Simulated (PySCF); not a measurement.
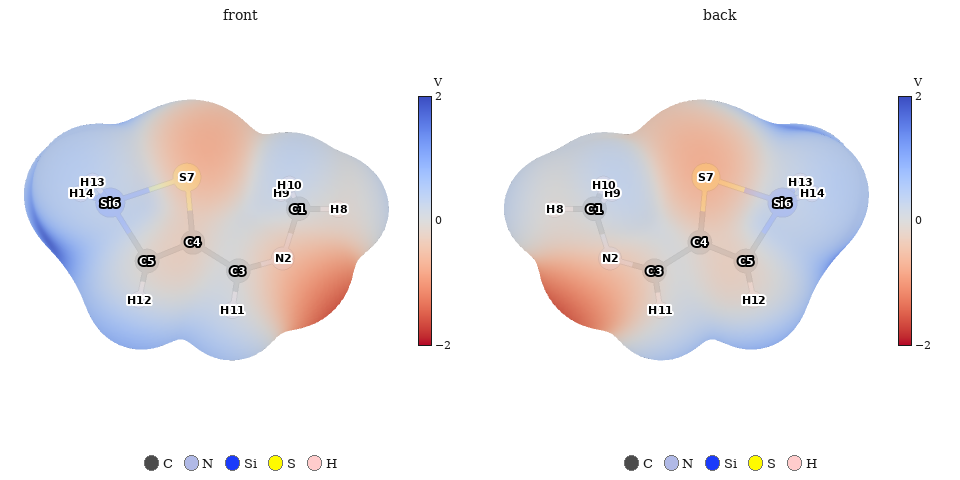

*C4H7NSSi (SMILES C/N=C\C1=C[SiH2]S1). The electrostatic potential painted on the density surface at 0.001 e/bohr³, seen from the front and from behind; red is negative and blue positive.*

Geometry: GFN2-xTB.

Level of theory: PBE0/def2-SVPD, SCF density, gas phase in PySCF.

```tsv
atom	x (Å)	y (Å)	z (Å)
C	-2.4541	0.2070	0.5913
N	-1.9634	-0.9746	-0.0479
C	-0.7551	-1.1453	-0.3707
C	0.4219	-0.3084	-0.2280
C	1.6771	-0.6323	-0.6284
Si	2.5774	0.9185	-0.1063
S	0.4875	1.3161	0.4971
H	-3.5242	0.0724	0.7499
H	-1.9651	0.3815	1.5525
H	-2.2885	1.0970	-0.0203
H	-0.5363	-2.0992	-0.8506
H	1.9453	-1.5605	-1.1046
H	2.9643	1.8666	-1.1372
H	3.4125	0.8608	1.0813
```

Describe the electrostatic potential map.

Answer. The most negative region (about −1.5 V, or −35 kcal/mol for a unit charge) lies over N2, the most positive (about +1.6 V, or +37 kcal/mol for a unit charge) over Si6. N2 is the likeliest acceptor of a hydrogen bond.
